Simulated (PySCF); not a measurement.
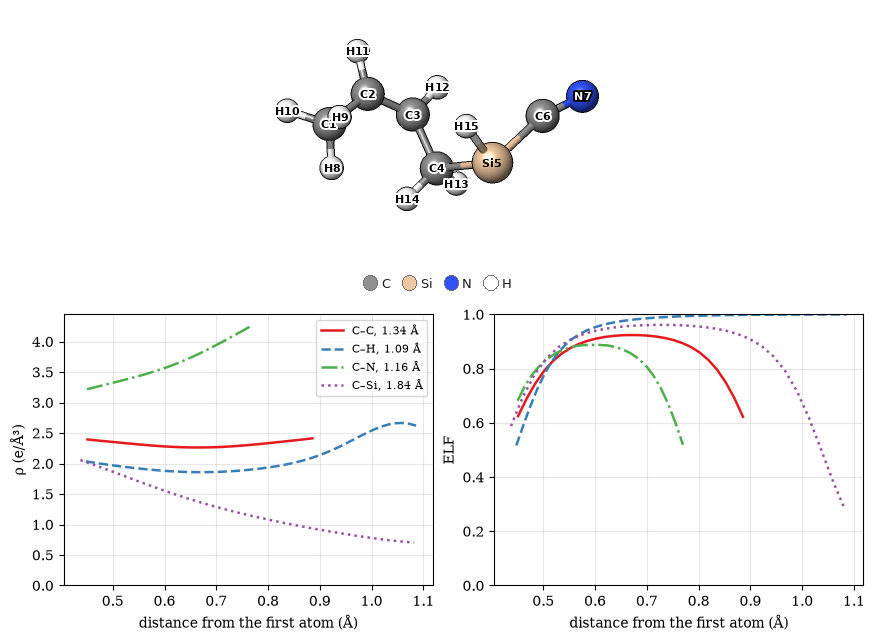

*C5H8NSi (charge −1). Total electron density and ELF along straight lines between neighbouring atoms. The curves leave out the atomic cores. The structure is drawn too.*

Geometry: GFN2-xTB.

The calculation used PBE0/def2-SVPD, SCF density, gas phase (PySCF).

```json
{"atom": "C", "x (Å)": "-2.1317", "y (Å)": "0.6492", "z (Å)": "-0.0104"}
{"atom": "C", "x (Å)": "-1.0235", "y (Å)": "0.4103", "z (Å)": "-0.9919"}
{"atom": "C", "x (Å)": "0.0232", "y (Å)": "-0.3990", "z (Å)": "-0.8008"}
{"atom": "C", "x (Å)": "0.3752", "y (Å)": "-1.1419", "z (Å)": "0.4061"}
{"atom": "Si", "x (Å)": "1.6394", "y (Å)": "-0.0825", "z (Å)": "1.4391"}
{"atom": "C", "x (Å)": "3.0870", "y (Å)": "0.0416", "z (Å)": "0.3067"}
{"atom": "N", "x (Å)": "4.1538", "y (Å)": "-0.0025", "z (Å)": "-0.1515"}
{"atom": "H", "x (Å)": "-2.2371", "y (Å)": "-0.1938", "z (Å)": "0.6714"}
{"atom": "H", "x (Å)": "-1.9368", "y (Å)": "1.5397", "z (Å)": "0.5958"}
{"atom": "H", "x (Å)": "-3.0840", "y (Å)": "0.7994", "z (Å)": "-0.5261"}
{"atom": "H", "x (Å)": "-1.0893", "y (Å)": "0.9902", "z (Å)": "-1.9077"}
{"atom": "H", "x (Å)": "0.7691", "y (Å)": "-0.4493", "z (Å)": "-1.5901"}
{"atom": "H", "x (Å)": "0.8561", "y (Å)": "-2.0913", "z (Å)": "0.1616"}
{"atom": "H", "x (Å)": "-0.4856", "y (Å)": "-1.3519", "z (Å)": "1.0438"}
{"atom": "H", "x (Å)": "1.0798", "y (Å)": "1.2901", "z (Å)": "1.3321"}
```

Question: Compare the contacts.

Answer: C–C (1.34 Å): ρ at the midpoint is about 2.3 e/Å³; the ELF peaks at about 0.90 between the atoms: a short, multiple covalent bond.
C–H (1.09 Å): ρ at the midpoint is about 1.9 e/Å³; the ELF climbs to about 1 towards the hydrogen, as it does in any bond to H; a covalent bond by its length.
C–N (1.16 Å): ρ at the midpoint is about 3.5 e/Å³; the ELF peaks at about 0.90 between the atoms (a multiple bond).
C–Si (1.84 Å): ρ at the midpoint is about 0.88 e/Å³; the ELF peaks at about 0.95 between the atoms: a shared electron pair.
